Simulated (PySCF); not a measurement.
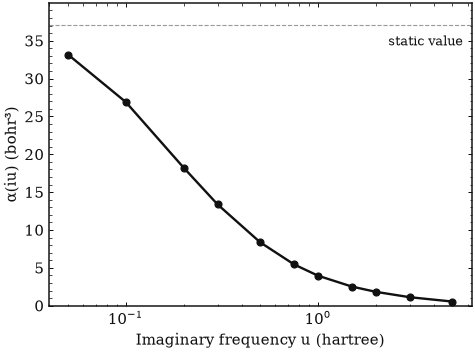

Dipole polarisability at imaginary frequency of an atom or ion with 28 electrons in the configuration [Ar] 3d⁸ 4s 4p. Coupled response at the PBE0 level; PySCF, ANO-RCC-VTZP, spin-free X2C-1e, unrestricted single determinants, no spin-orbit coupling.

Q: Which species is it, and what does the curve give?

A: The Ni atom. The static dipole polarisability is 37.0 bohr³; α(iu) falls to half of it near u = 0.20 hartree. The Casimir–Polder integral gives C₆ = 223 hartree bohr⁶ for two such species.

Note: determinant is not a pure L term; basis without added diffuse functions.
